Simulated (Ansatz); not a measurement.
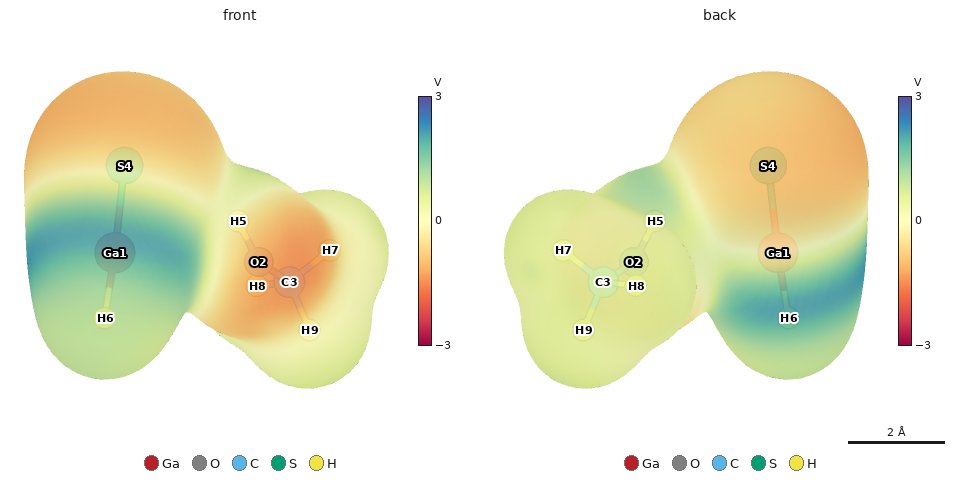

Figure. GaHS···CH$_{4}$O. The molecular electrostatic potential painted on the density surface at 0.002 e/bohr³, seen from the front and from behind; red is negative and blue positive.

These are results of Ansatz 0.2.0, RKS PBE0/def2-SVP, not measurements.

Input file:

```
crystal:
  periodic: [false, false, false]
  atoms:
    - { symbol: Ga, position_ang: [-0.7966, -0.2241, 1.9304] }
    - { symbol: O, position_ang: [0.0579, 0.0064, -0.0795] }
    - { symbol: C, position_ang: [0.4741, -0.2258, -1.4042] }
    - { symbol: S, position_ang: [-0.2957, 1.8438, 2.0653] }
    - { symbol: H, position_ang: [0.1367, 1.157, 0.4647] }
    - { symbol: H, position_ang: [-1.3207, -1.6717, 2.2679] }
    - { symbol: H, position_ang: [1.52, 0.0683, -1.526] }
    - { symbol: H, position_ang: [-0.1503, 0.3386, -2.1028] }
    - { symbol: H, position_ang: [0.3745, -1.2925, -1.6157] }
basis:
  gaussian: { orbitals: def2-SVP }
hamiltonian:
  xc: pbe0
relax:
  f_tol: 0.15
  max_steps: 25
  restrain:
    - { distance: [4, 1], at: 0.97, k: 30.0 }
    - { distance: [0, 1], at: 3.18, k: 30.0 }
    - { distance: [4, 3], at: 2.66, k: 30.0 }
output:
  orbitals: {}
```

Launched as:

```sh
ansatz run input.yaml --threads 2 --pin off --max-ram 3072MiB --backend cpu --events-out ev --progress --plain --runs-dir out
```

The fields are those of the relaxed geometry.

**Where is the surface potential most negative and most positive?**

The most negative region (about −1.5 V, or −35 kcal/mol for a unit charge) lies over O2, the most positive (about +2.1 V, or +48 kcal/mol for a unit charge) over Ga1. O2 is the likeliest acceptor of a hydrogen bond.
